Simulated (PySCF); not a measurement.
## Electronic structure of C$_{3}$H$_{8}$N$_{2}$Si (SMILES N#C[SiH2]CCN) in real space

```xyz
14

N    -3.8318    1.0051    0.3634
C    -2.7731    0.5848    0.4917
Si   -1.0451   -0.1119    0.7230
C    -0.0361    0.6090   -0.7249
C     1.1980   -0.2744   -0.8182
N     1.5347   -0.6482    0.5500
H    -1.2039   -1.5611    0.6285
H    -0.6314    0.3776    2.0373
H    -0.5830    0.6199   -1.6660
H     0.2527    1.6395   -0.5141
H     2.0241    0.2178   -1.3542
H     0.9482   -1.1918   -1.3562
H     1.9421    0.1429    1.0368
H     2.2040   -1.4098    0.5808
```

Geometry: GFN2-xTB.

Theory: PBE0/pcSseg-1, SCF density, gas phase, non-relativistic (PySCF).

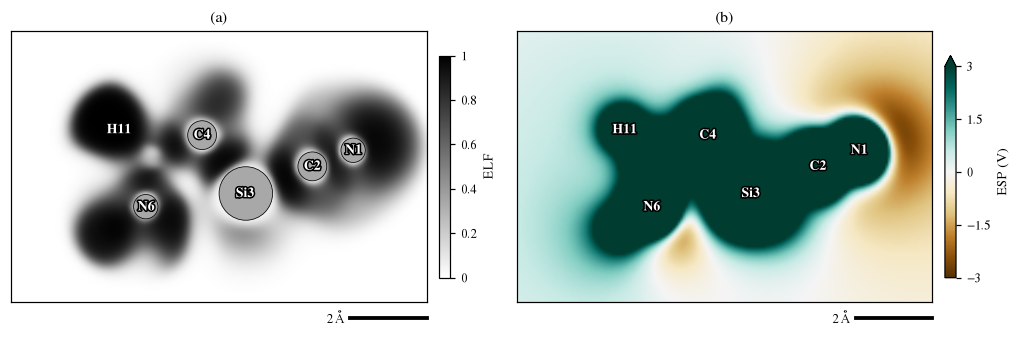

Figure 1. (a) ELF; (b) electrostatic potential on the plane of atoms C2, Si3 and C4. Grey discs cover the atomic cores in the ELF map.

### What do the fields say about this system?

- The section cuts through N, C, Si and H sites.
- C–N (1.15 Å): the ELF peaks at about 0.90 between the atoms (a multiple bond).
- C–Si (1.88 Å): the ELF peaks at about 1 between the atoms, as expected for a covalent bond.
- The ELF also peaks beside N1, away from the bonds: lone-pair regions.
- Outside the dense part of the molecule the potential is most negative (−2.6 V) near N1.

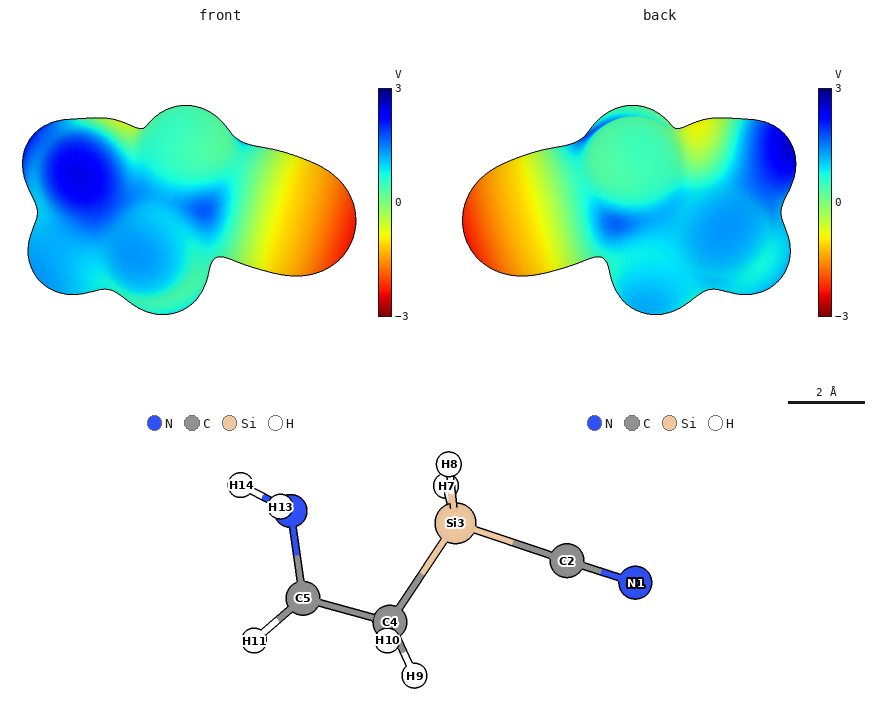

Figure 2. The molecular electrostatic potential painted on the density surface at 0.004 e/bohr³, seen from the front and from behind; red is negative and blue positive. The bare structure is drawn below in the same view.

### Describe the electrostatic potential map.

The most negative region (about −2.3 V) lies over N1, the most positive (about +2.5 V) over H13 and H14. N1 is the likeliest acceptor of a hydrogen bond.

### How polar is the molecule by this calculation?

Its dipole moment is 6.47 D.
